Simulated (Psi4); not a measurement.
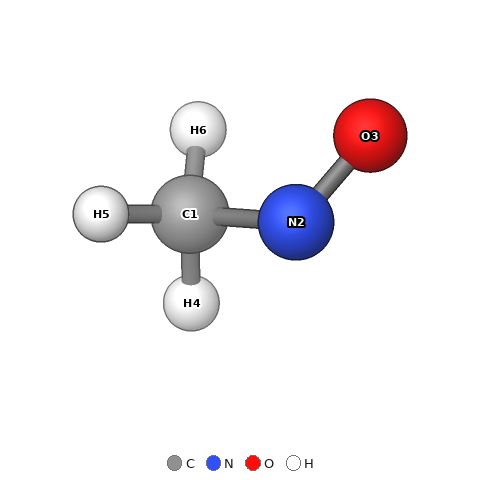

The molecule: CH₃NO (nitrosomethane), SMILES CN=O.

Unscaled harmonic wavenumbers and double-harmonic intensities, B3LYP/cc-pVDZ (dispersion D3(BJ)) with Psi4 1.11, at a geometry relaxed at this level, isolated molecule. Modes within 2 cm⁻¹ of each other count as one line, with their intensities summed.

**Predict the infrared spectrum.**

The most intense lines lie at 1683.3 cm⁻¹ (77.2 km/mol), 1421.8 cm⁻¹ (32.3 km/mol) and 840.4 cm⁻¹ (25.5 km/mol). It has no imaginary mode, so it is a minimum.

| cm⁻¹ | km/mol |
| --- | --- |
| 170.2 | 1.9 |
| 574.1 | 1.6 |
| 840.4 | 25.5 |
| 952.3 | 1.8 |
| 1138.5 | 18.9 |
| 1341.3 | 19.8 |
| 1421.8 (×2) | 32.3 |
| 1683.3 | 77.2 |
| 3015.3 | 2.5 |
| 3108.4 | 3.4 |
| 3137.3 | 10.8 |

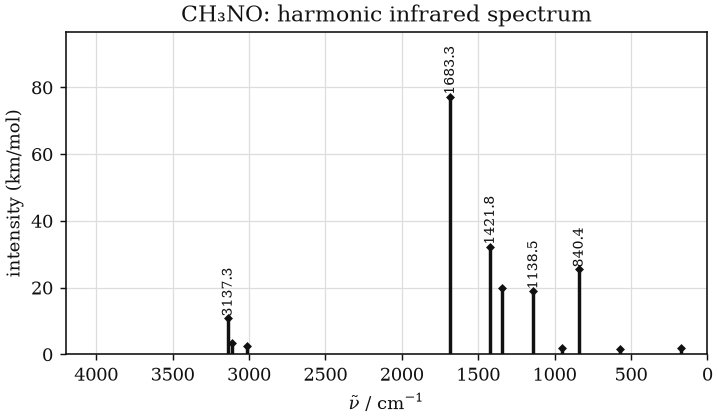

Note: double-zeta basis.
